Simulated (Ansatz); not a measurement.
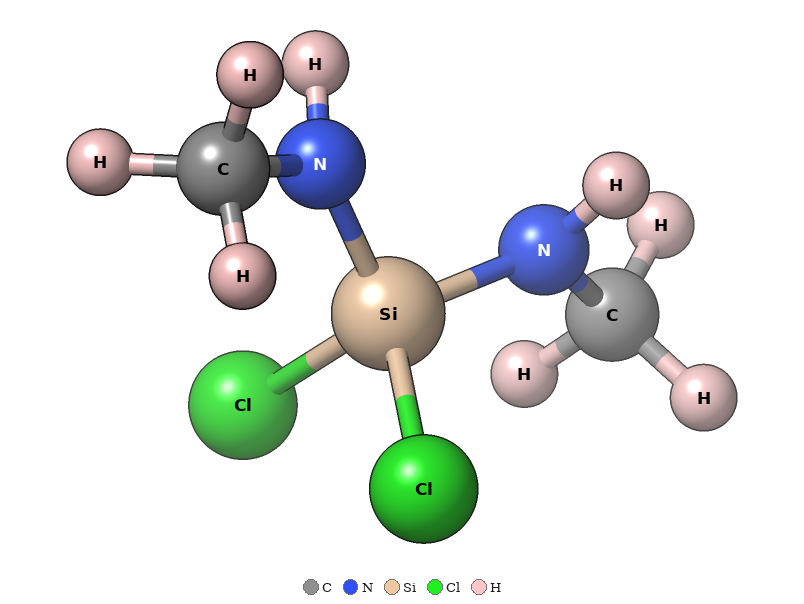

Orthographic view. Atoms fade into the background with distance from the viewer. The computed structure is the end point of a PBE-D4/def2-SVP optimisation. No frequency run is at hand to confirm it as a minimum.

Q: Write the InChI string.

A: InChI=1S/C2H8Cl2N2Si/c1-5-7(3,4)6-2/h5-6H,1-2H3
